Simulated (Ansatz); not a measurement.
# AlClH₂NO (charge −1): what the fields show

Input file:

```
crystal:
  periodic: [false, false, false]
  atoms:
    - { symbol: "N", position_ang: [-0.16116, 0.96595, -0.067] }
    - { symbol: Al, position_ang: [0.29271, -0.77262, 0.27928] }
    - { symbol: O, position_ang: [1.21495, -1.48967, 1.36027] }
    - { symbol: Cl, position_ang: [-0.8136, -1.77517, -1.25884] }
    - { symbol: H, position_ang: [0.20928, 1.7248, 0.48763] }
    - { symbol: H, position_ang: [-0.74218, 1.34671, -0.80134] }
total_charge: -1
basis:
  gaussian: { orbitals: def2-SVP }
hamiltonian:
  xc: pbe0
relax:
  f_tol: 0.015
  max_steps: 40
output:
  orbitals: {}
```

Run with:

```sh
ansatz run input.yaml --threads 1 --pin off --max-ram 2048MiB --backend cpu --events-out ev --progress --plain --runs-dir out
```

The fields are those of the relaxed geometry.

Theory: Ansatz, RKS PBE0/def2-SVP.

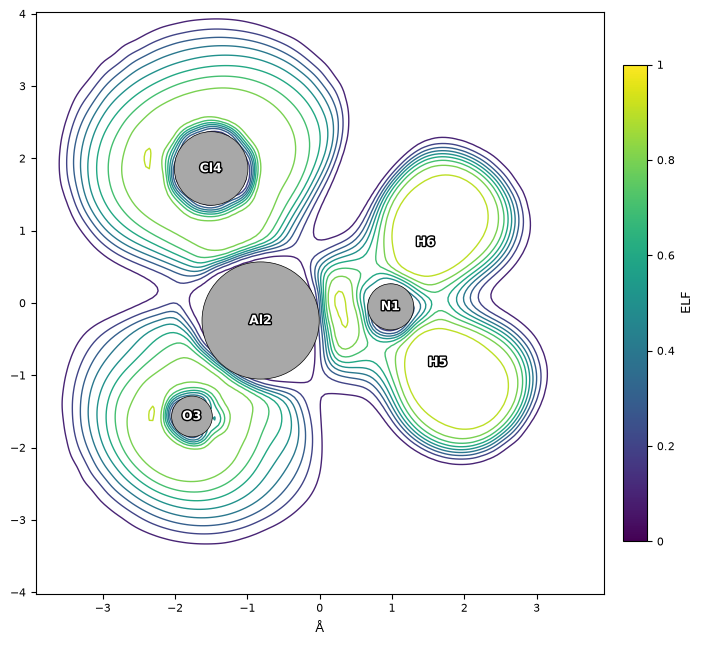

Figure 1. ELF on the molecular plane. Grey discs cover the atomic cores.

### Describe what can be read from this map.

The plane passes through N, Al, O, Cl and H nuclei. Al–O (1.63 Å): the ELF peaks at about 0.85 in the valence shell of O, 0.6 Å from its nucleus, and is about 0.40 at the midpoint. Al–N (1.81 Å): the ELF peaks at about 0.90 in the valence shell of N, 0.7 Å from its nucleus, and is about 0.65 at the midpoint. Al–Cl (2.21 Å): the ELF peaks at about 0.90 in the valence shell of Cl, 0.9 Å from its nucleus, and is about 0.80 at the midpoint. N–H (1.01 Å): the ELF climbs to about 1 towards the hydrogen, as it does in any bond to H: an ordinary covalent bond to hydrogen. The ELF also peaks beside O3 and Cl4, away from the bonds: lone-pair regions.

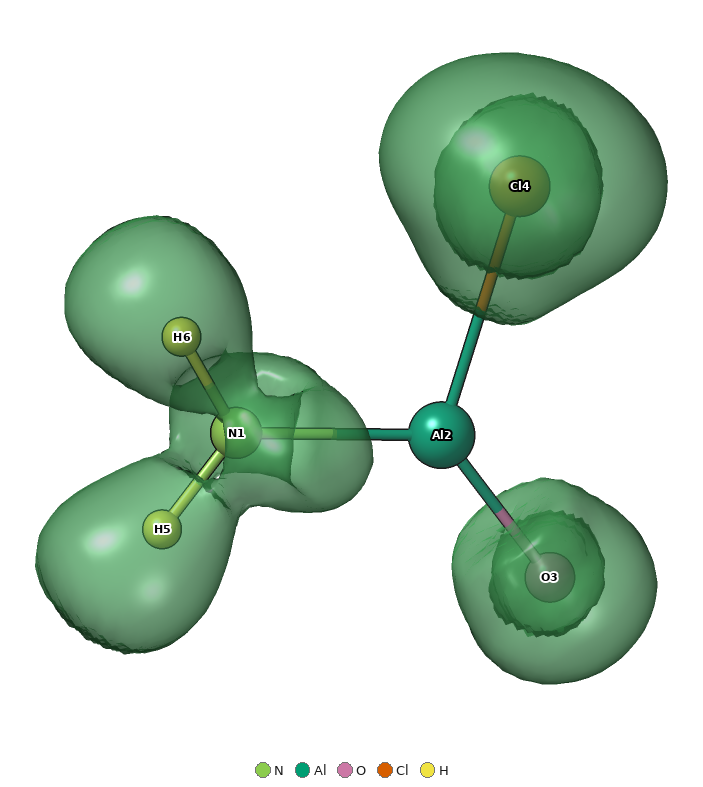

Figure 2. Isosurface of the ELF at 0.8 (green), seen at a tilt. Core shells and regions of very low density are left out.

### Identify the bonds, lone pairs and shells in this picture.

At this value the surface marks out one region on Cl in which the atom's valence shell and bonds are merged, one region wrapped around O (its valence shell) and one joined region spread over several atoms (H, N), in which their bonds and any lone pairs are merged.

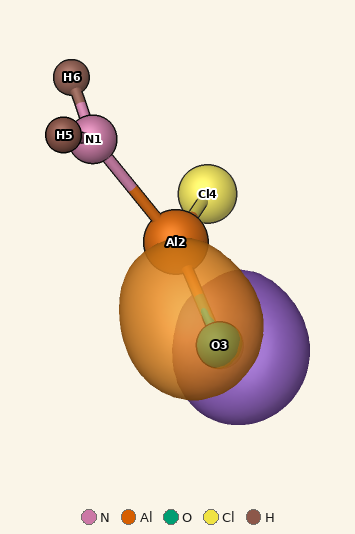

Figure 3. The HOMO at ±0.15 Å⁻³ᐟ² (orange and purple are the two phases), seen at an oblique angle.

### What is the character of this orbital?

Its weight (Hirshfeld) is mainly on O3 (about 80 %); it is symmetric in the molecular plane (an in-plane orbital: σ, lone-pair or in-plane π type); largely a lone pair of O3. Its energy is −0.69 eV.
